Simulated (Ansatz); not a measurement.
## Run report: SiH4O, molecular dynamics (part 1 of 3)

The run: molecular dynamics of SiH4O. Method and program: RKS PBE0-D4/def2-SVP (Ansatz 0.2.0).

It belongs to a series of runs on one base structure; here: dynamics from the start.

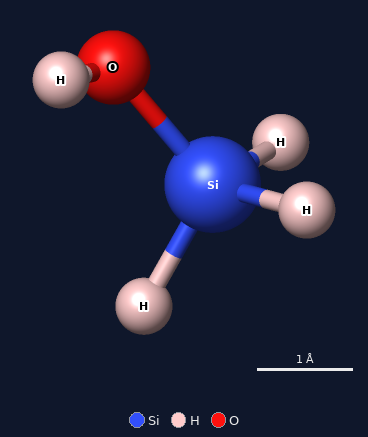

The structure as given in the input (ball-and-stick view, seen at a tilt). Bond lengths as drawn: H–O 0.96 Å, H–Si 1.49 to 1.50 Å and O–Si 1.67 Å.

Results in brief

- outcome: finished
- mean temperature over the second half: 125 K
- trajectory: 250 steps, 62.5 fs
- ensemble: nvt_langevin
- temperature in the input: 200.0 K
- time step: 0.25 fs
- potential energy (last step): −9980.6235 eV
- mean-field energy (last step): −9980.5706 eV
- largest force (length of the vector) (last step): 1.784 eV/Å
- hardware: 1 thread of Intel Xeon (Granite Rapids), 32 GiB of memory available, shared host
- wall time: 2.3 min
- peak memory: 0.1 GiB

So short a trajectory is not equilibrated. The logged temperature at the start can lie below the typed one, since it is counted over all degrees of freedom. The temperature stays far from the 200 K of the thermostat over the second half: the run isn't equilibrated.

The input
```yaml
crystal:
  periodic: [false, false, false]
  atoms:
    - { symbol: Si, position_ang: [-0.02085, -0.030027, -0.040457] }
    - { symbol: H, position_ang: [-0.094892, 0.022831, 1.454396] }
    - { symbol: H, position_ang: [1.400646, 0.052976, -0.470108] }
    - { symbol: O, position_ang: [-0.798512, 1.261188, -0.749215] }
    - { symbol: H, position_ang: [-1.738494, 1.353314, -0.571228] }
    - { symbol: H, position_ang: [-0.599199, -1.340682, -0.476987] }
basis:
  gaussian: { orbitals: def2-SVP }
hamiltonian:
  xc: pbe0
  dispersion: d4
md:
  timestep: 0.25
  n_steps: 250
  ensemble: nvt_langevin
  temperature: 200.0
  initial_velocities: maxwell_boltzmann
  seed: 426250
  friction: 0.005
```

Command:
```bash
ansatz run input.yaml --threads 1 --pin off --max-ram 2048MiB --backend cpu --events-out ev --progress --plain --runs-dir out
```

Log
```
Engine: ansatz 0.2.0, x86_64-unknown-linux-gnu
Functional definition: PBE0
  parameter a = 0.25
  parameter kappa = 0.804
  parameter beta = 0.06672455060314922
  exchange = (1 - a)*pbe_x(kappa = kappa, mu = beta*pi^2/3) + a*exact_x
  correlation = pbe_c(beta = beta)
533 factors; integrals over basis functions are off by at most 2.6e-4 eV
mean field evaluation 1: about -9977.4147 eV, gradient 4.4e1 eV
mean field evaluation 2: about -9971.7564 eV, gradient 7.0e1 eV
mean field evaluation 4: about -9980.6850 eV, gradient 6.2e-1 eV
mean field evaluation 8: about -9980.6867 eV, gradient 2.1e-3 eV
mean field -9980.68665961 eV, -366.7834695883 hartree, gradient 5.5e-5 eV, S^2 0.000000; 0 other end points of the search recorded, 0 dependent functions left out
the calculation of the forces begins
reference -9980.68668085 eV, -366.7834703687 hartree; 13, 13 occupied and 39, 39 virtual orbitals, 533 factors
md step     0: t =     0.00 fs  T =   166.7 K  F+E_penalty+E_count = -9980.73959577 eV  E_kin = 0.129260 eV  (20 SCF iters)
these checks for a lower state are left out or cut short: starts, cluster_reference, orbital_swaps, neighbouring_geometries, increment
533 factors; integrals over basis functions are off by at most 2.6e-4 eV
mean field evaluation 16: about -9980.6859 eV, gradient 2.1e-4 eV
mean field -9980.68593485 eV, -366.7834429536 hartree, gradient 1.8e-5 eV, S^2 0.000000; 0 other end points of the search recorded, 0 dependent functions left out
the calculation of the forces begins
reference -9980.68595610 eV, -366.7834437346 hartree; 13, 13 occupied and 39, 39 virtual orbitals, 533 factors
md step     1: t =     0.25 fs  T =   174.6 K  F+E_penalty+E_count = -9980.73887985 eV  E_kin = 0.135408 eV  (20 SCF iters)
[... from here on the SCF iterations and repeated set-up lines of each step are left out, up to the last step ...]
md step     2: t =     0.50 fs  T =   174.8 K  F+E_penalty+E_count = -9980.73671719 eV  E_kin = 0.135595 eV  (20 SCF iters)
md step     3: t =     0.75 fs  T =   166.0 K  F+E_penalty+E_count = -9980.73327190 eV  E_kin = 0.128778 eV  (20 SCF iters)
md step     4: t =     1.00 fs  T =   159.9 K  F+E_penalty+E_count = -9980.72890762 eV  E_kin = 0.124040 eV  (20 SCF iters)
md step     5: t =     1.25 fs  T =   150.9 K  F+E_penalty+E_count = -9980.72392248 eV  E_kin = 0.117018 eV  (20 SCF iters)
md step     6: t =     1.50 fs  T =   147.6 K  F+E_penalty+E_count = -9980.71850779 eV  E_kin = 0.114452 eV  (20 SCF iters)
md step     7: t =     1.75 fs  T =   135.8 K  F+E_penalty+E_count = -9980.71292359 eV  E_kin = 0.105310 eV  (20 SCF iters)
md step     8: t =     2.00 fs  T =   131.7 K  F+E_penalty+E_count = -9980.70748133 eV  E_kin = 0.102178 eV  (20 SCF iters)
md step     9: t =     2.25 fs  T =   124.9 K  F+E_penalty+E_count = -9980.70241346 eV  E_kin = 0.096894 eV  (17 SCF iters)
md step    10: t =     2.50 fs  T =   118.9 K  F+E_penalty+E_count = -9980.69797304 eV  E_kin = 0.092183 eV  (17 SCF iters)
md step    11: t =     2.75 fs  T =   112.5 K  F+E_penalty+E_count = -9980.69418464 eV  E_kin = 0.087236 eV  (17 SCF iters)
md step    12: t =     3.00 fs  T =   113.4 K  F+E_penalty+E_count = -9980.69107059 eV  E_kin = 0.087918 eV  (20 SCF iters)
md step    13: t =     3.25 fs  T =   110.3 K  F+E_penalty+E_count = -9980.68840372 eV  E_kin = 0.085557 eV  (19 SCF iters)
md step    14: t =     3.50 fs  T =   101.9 K  F+E_penalty+E_count = -9980.68598789 eV  E_kin = 0.079017 eV  (20 SCF iters)
md step    15: t =     3.75 fs  T =   103.1 K  F+E_penalty+E_count = -9980.68382752 eV  E_kin = 0.079974 eV  (20 SCF iters)
md step    16: t =     4.00 fs  T =    96.1 K  F+E_penalty+E_count = -9980.68190911 eV  E_kin = 0.074511 eV  (20 SCF iters)
md step    17: t =     4.25 fs  T =    93.8 K  F+E_penalty+E_count = -9980.68019502 eV  E_kin = 0.072780 eV  (20 SCF iters)
md step    18: t =     4.50 fs  T =    95.4 K  F+E_penalty+E_count = -9980.67857126 eV  E_kin = 0.074001 eV  (20 SCF iters)
md step    19: t =     4.75 fs  T =    92.4 K  F+E_penalty+E_count = -9980.67694623 eV  E_kin = 0.071674 eV  (20 SCF iters)
md step    20: t =     5.00 fs  T =    91.0 K  F+E_penalty+E_count = -9980.67527126 eV  E_kin = 0.070592 eV  (21 SCF iters)
md step    21: t =     5.25 fs  T =    85.8 K  F+E_penalty+E_count = -9980.67368461 eV  E_kin = 0.066523 eV  (20 SCF iters)
md step    22: t =     5.50 fs  T =    81.4 K  F+E_penalty+E_count = -9980.67216586 eV  E_kin = 0.063144 eV  (20 SCF iters)
md step    23: t =     5.75 fs  T =    82.5 K  F+E_penalty+E_count = -9980.67088301 eV  E_kin = 0.064012 eV  (20 SCF iters)
md step    24: t =     6.00 fs  T =    83.3 K  F+E_penalty+E_count = -9980.67030304 eV  E_kin = 0.064595 eV  (16 SCF iters)
md step    25: t =     6.25 fs  T =    84.0 K  F+E_penalty+E_count = -9980.67055262 eV  E_kin = 0.065122 eV  (17 SCF iters)
md step    26: t =     6.50 fs  T =    82.6 K  F+E_penalty+E_count = -9980.67134839 eV  E_kin = 0.064034 eV  (17 SCF iters)
md step    27: t =     6.75 fs  T =    82.1 K  F+E_penalty+E_count = -9980.67240428 eV  E_kin = 0.063680 eV  (17 SCF iters)
md step    28: t =     7.00 fs  T =    83.2 K  F+E_penalty+E_count = -9980.67361387 eV  E_kin = 0.064538 eV  (17 SCF iters)
md step    29: t =     7.25 fs  T =    85.7 K  F+E_penalty+E_count = -9980.67491129 eV  E_kin = 0.066497 eV  (20 SCF iters)
md step    30: t =     7.50 fs  T =    85.4 K  F+E_penalty+E_count = -9980.67611199 eV  E_kin = 0.066237 eV  (19 SCF iters)
md step    31: t =     7.75 fs  T =    87.6 K  F+E_penalty+E_count = -9980.67711826 eV  E_kin = 0.067904 eV  (20 SCF iters)
md step    32: t =     8.00 fs  T =    84.2 K  F+E_penalty+E_count = -9980.67763954 eV  E_kin = 0.065296 eV  (19 SCF iters)
md step    33: t =     8.25 fs  T =    91.6 K  F+E_penalty+E_count = -9980.67736407 eV  E_kin = 0.071050 eV  (20 SCF iters)
md step    34: t =     8.50 fs  T =    92.1 K  F+E_penalty+E_count = -9980.67606459 eV  E_kin = 0.071390 eV  (20 SCF iters)
md step    35: t =     8.75 fs  T =    90.0 K  F+E_penalty+E_count = -9980.67359487 eV  E_kin = 0.069781 eV  (20 SCF iters)
md step    36: t =     9.00 fs  T =    83.8 K  F+E_penalty+E_count = -9980.67014867 eV  E_kin = 0.065025 eV  (19 SCF iters)
md step    37: t =     9.25 fs  T =    78.1 K  F+E_penalty+E_count = -9980.66612587 eV  E_kin = 0.060544 eV  (20 SCF iters)
md step    38: t =     9.50 fs  T =    74.8 K  F+E_penalty+E_count = -9980.66184936 eV  E_kin = 0.057982 eV  (20 SCF iters)
md step    39: t =     9.75 fs  T =    68.5 K  F+E_penalty+E_count = -9980.65754179 eV  E_kin = 0.053143 eV  (20 SCF iters)
md step    40: t =    10.00 fs  T =    60.5 K  F+E_penalty+E_count = -9980.65343378 eV  E_kin = 0.046898 eV  (20 SCF iters)
md step    41: t =    10.25 fs  T =    60.8 K  F+E_penalty+E_count = -9980.64998662 eV  E_kin = 0.047184 eV  (16 SCF iters)
md step    42: t =    10.50 fs  T =    60.4 K  F+E_penalty+E_count = -9980.64769666 eV  E_kin = 0.046829 eV  (17 SCF iters)
md step    43: t =    10.75 fs  T =    55.6 K  F+E_penalty+E_count = -9980.64669657 eV  E_kin = 0.043128 eV  (21 SCF iters)
md step    44: t =    11.00 fs  T =    55.8 K  F+E_penalty+E_count = -9980.64693551 eV  E_kin = 0.043270 eV  (17 SCF iters)
md step    45: t =    11.25 fs  T =    58.5 K  F+E_penalty+E_count = -9980.64843171 eV  E_kin = 0.045401 eV  (17 SCF iters)
md step    46: t =    11.50 fs  T =    62.0 K  F+E_penalty+E_count = -9980.65100275 eV  E_kin = 0.048074 eV  (17 SCF iters)
md step    47: t =    11.75 fs  T =    65.8 K  F+E_penalty+E_count = -9980.65456107 eV  E_kin = 0.051051 eV  (17 SCF iters)
md step    48: t =    12.00 fs  T =    70.7 K  F+E_penalty+E_count = -9980.65907685 eV  E_kin = 0.054855 eV  (20 SCF iters)
md step    49: t =    12.25 fs  T =    77.8 K  F+E_penalty+E_count = -9980.66401670 eV  E_kin = 0.060311 eV  (20 SCF iters)
md step    50: t =    12.50 fs  T =    88.2 K  F+E_penalty+E_count = -9980.66898821 eV  E_kin = 0.068436 eV  (20 SCF iters)
md step    51: t =    12.75 fs  T =   101.5 K  F+E_penalty+E_count = -9980.67375391 eV  E_kin = 0.078718 eV  (19 SCF iters)
md step    52: t =    13.00 fs  T =   103.6 K  F+E_penalty+E_count = -9980.67776443 eV  E_kin = 0.080383 eV  (23 SCF iters)
md step    53: t =    13.25 fs  T =   105.3 K  F+E_penalty+E_count = -9980.68075232 eV  E_kin = 0.081652 eV  (23 SCF iters)
md step    54: t =    13.50 fs  T =   108.2 K  F+E_penalty+E_count = -9980.68282279 eV  E_kin = 0.083945 eV  (20 SCF iters)
md step    55: t =    13.75 fs  T =   112.7 K  F+E_penalty+E_count = -9980.68417784 eV  E_kin = 0.087385 eV  (20 SCF iters)
md step    56: t =    14.00 fs  T =   117.4 K  F+E_penalty+E_count = -9980.68501506 eV  E_kin = 0.091023 eV  (20 SCF iters)
md step    57: t =    14.25 fs  T =   119.2 K  F+E_penalty+E_count = -9980.68568332 eV  E_kin = 0.092419 eV  (20 SCF iters)
md step    58: t =    14.50 fs  T =   114.9 K  F+E_penalty+E_count = -9980.68690123 eV  E_kin = 0.089125 eV  (20 SCF iters)
md step    59: t =    14.75 fs  T =   115.9 K  F+E_penalty+E_count = -9980.68891121 eV  E_kin = 0.089889 eV  (17 SCF iters)
md step    60: t =    15.00 fs  T =   120.2 K  F+E_penalty+E_count = -9980.69178994 eV  E_kin = 0.093229 eV  (16 SCF iters)
md step    61: t =    15.25 fs  T =   119.6 K  F+E_penalty+E_count = -9980.69535409 eV  E_kin = 0.092725 eV  (20 SCF iters)
md step    62: t =    15.50 fs  T =   121.1 K  F+E_penalty+E_count = -9980.69910835 eV  E_kin = 0.093887 eV  (19 SCF iters)
md step    63: t =    15.75 fs  T =   127.1 K  F+E_penalty+E_count = -9980.70279834 eV  E_kin = 0.098571 eV  (20 SCF iters)
md step    64: t =    16.00 fs  T =   136.0 K  F+E_penalty+E_count = -9980.70611208 eV  E_kin = 0.105514 eV  (20 SCF iters)
md step    65: t =    16.25 fs  T =   134.8 K  F+E_penalty+E_count = -9980.70872661 eV  E_kin = 0.104520 eV  (21 SCF iters)
md step    66: t =    16.50 fs  T =   141.3 K  F+E_penalty+E_count = -9980.71038093 eV  E_kin = 0.109549 eV  (20 SCF iters)
md step    67: t =    16.75 fs  T =   144.4 K  F+E_penalty+E_count = -9980.71081714 eV  E_kin = 0.111961 eV  (23 SCF iters)
md step    68: t =    17.00 fs  T =   143.5 K  F+E_penalty+E_count = -9980.70979831 eV  E_kin = 0.111262 eV  (23 SCF iters)
md step    69: t =    17.25 fs  T =   142.0 K  F+E_penalty+E_count = -9980.70714324 eV  E_kin = 0.110125 eV  (23 SCF iters)
md step    70: t =    17.50 fs  T =   135.0 K  F+E_penalty+E_count = -9980.70309557 eV  E_kin = 0.104711 eV  (22 SCF iters)
md step    71: t =    17.75 fs  T =   127.2 K  F+E_penalty+E_count = -9980.69816285 eV  E_kin = 0.098645 eV  (19 SCF iters)
md step    72: t =    18.00 fs  T =   116.0 K  F+E_penalty+E_count = -9980.69285216 eV  E_kin = 0.089989 eV  (20 SCF iters)
md step    73: t =    18.25 fs  T =   104.8 K  F+E_penalty+E_count = -9980.68782879 eV  E_kin = 0.081264 eV  (20 SCF iters)
md step    74: t =    18.50 fs  T =   102.0 K  F+E_penalty+E_count = -9980.68363071 eV  E_kin = 0.079124 eV  (20 SCF iters)
md step    75: t =    18.75 fs  T =    96.9 K  F+E_penalty+E_count = -9980.68039285 eV  E_kin = 0.075116 eV  (20 SCF iters)
md step    76: t =    19.00 fs  T =    94.4 K  F+E_penalty+E_count = -9980.67827162 eV  E_kin = 0.073214 eV  (17 SCF iters)
md step    77: t =    19.25 fs  T =    96.1 K  F+E_penalty+E_count = -9980.67778457 eV  E_kin = 0.074504 eV  (17 SCF iters)
md step    78: t =    19.50 fs  T =    87.9 K  F+E_penalty+E_count = -9980.67915780 eV  E_kin = 0.068167 eV  (17 SCF iters)
md step    79: t =    19.75 fs  T =    93.7 K  F+E_penalty+E_count = -9980.68204022 eV  E_kin = 0.072699 eV  (17 SCF iters)
md step    80: t =    20.00 fs  T =   109.3 K  F+E_penalty+E_count = -9980.68629143 eV  E_kin = 0.084731 eV  (20 SCF iters)
md step    81: t =    20.25 fs  T =   120.4 K  F+E_penalty+E_count = -9980.69158929 eV  E_kin = 0.093405 eV  (20 SCF iters)
md step    82: t =    20.50 fs  T =   123.7 K  F+E_penalty+E_count = -9980.69722540 eV  E_kin = 0.095941 eV  (20 SCF iters)
md step    83: t =    20.75 fs  T =   125.6 K  F+E_penalty+E_count = -9980.70266269 eV  E_kin = 0.097434 eV  (20 SCF iters)
md step    84: t =    21.00 fs  T =   132.5 K  F+E_penalty+E_count = -9980.70739098 eV  E_kin = 0.102762 eV  (23 SCF iters)
md step    85: t =    21.25 fs  T =   140.0 K  F+E_penalty+E_count = -9980.71088316 eV  E_kin = 0.108553 eV  (23 SCF iters)
md step    86: t =    21.50 fs  T =   135.3 K  F+E_penalty+E_count = -9980.71280278 eV  E_kin = 0.104961 eV  (21 SCF iters)
md step    87: t =    21.75 fs  T =   134.3 K  F+E_penalty+E_count = -9980.71312975 eV  E_kin = 0.104127 eV  (23 SCF iters)
md step    88: t =    22.00 fs  T =   131.3 K  F+E_penalty+E_count = -9980.71183531 eV  E_kin = 0.101837 eV  (23 SCF iters)
md step    89: t =    22.25 fs  T =   130.4 K  F+E_penalty+E_count = -9980.70902681 eV  E_kin = 0.101116 eV  (23 SCF iters)
md step    90: t =    22.50 fs  T =   126.3 K  F+E_penalty+E_count = -9980.70495887 eV  E_kin = 0.097926 eV  (20 SCF iters)
md step    91: t =    22.75 fs  T =   121.6 K  F+E_penalty+E_count = -9980.70001806 eV  E_kin = 0.094324 eV  (19 SCF iters)
md step    92: t =    23.00 fs  T =   114.9 K  F+E_penalty+E_count = -9980.69471994 eV  E_kin = 0.089083 eV  (20 SCF iters)
md step    93: t =    23.25 fs  T =   111.4 K  F+E_penalty+E_count = -9980.68954241 eV  E_kin = 0.086386 eV  (20 SCF iters)
md step    94: t =    23.50 fs  T =   103.5 K  F+E_penalty+E_count = -9980.68484570 eV  E_kin = 0.080286 eV  (20 SCF iters)
md step    95: t =    23.75 fs  T =   100.2 K  F+E_penalty+E_count = -9980.68092602 eV  E_kin = 0.077742 eV  (20 SCF iters)
md step    96: t =    24.00 fs  T =   103.9 K  F+E_penalty+E_count = -9980.67771928 eV  E_kin = 0.080570 eV  (20 SCF iters)
md step    97: t =    24.25 fs  T =   100.4 K  F+E_penalty+E_count = -9980.67516214 eV  E_kin = 0.077839 eV  (20 SCF iters)
md step    98: t =    24.50 fs  T =    97.8 K  F+E_penalty+E_count = -9980.67361988 eV  E_kin = 0.075820 eV  (20 SCF iters)
md step    99: t =    24.75 fs  T =    96.7 K  F+E_penalty+E_count = -9980.67305583 eV  E_kin = 0.074997 eV  (20 SCF iters)
md step   100: t =    25.00 fs  T =    96.7 K  F+E_penalty+E_count = -9980.67288543 eV  E_kin = 0.074984 eV  (20 SCF iters)
md step   101: t =    25.25 fs  T =   101.8 K  F+E_penalty+E_count = -9980.67235776 eV  E_kin = 0.078949 eV  (20 SCF iters)
md step   102: t =    25.50 fs  T =   101.1 K  F+E_penalty+E_count = -9980.67112055 eV  E_kin = 0.078382 eV  (23 SCF iters)
md step   103: t =    25.75 fs  T =    97.5 K  F+E_penalty+E_count = -9980.66906530 eV  E_kin = 0.075594 eV  (23 SCF iters)
md step   104: t =    26.00 fs  T =    98.2 K  F+E_penalty+E_count = -9980.66615052 eV  E_kin = 0.076144 eV  (23 SCF iters)
md step   105: t =    26.25 fs  T =    91.9 K  F+E_penalty+E_count = -9980.66249242 eV  E_kin = 0.071267 eV  (23 SCF iters)
md step   106: t =    26.50 fs  T =    82.2 K  F+E_penalty+E_count = -9980.65836887 eV  E_kin = 0.063782 eV  (21 SCF iters)
md step   107: t =    26.75 fs  T =    77.8 K  F+E_penalty+E_count = -9980.65420229 eV  E_kin = 0.060325 eV  (20 SCF iters)
```
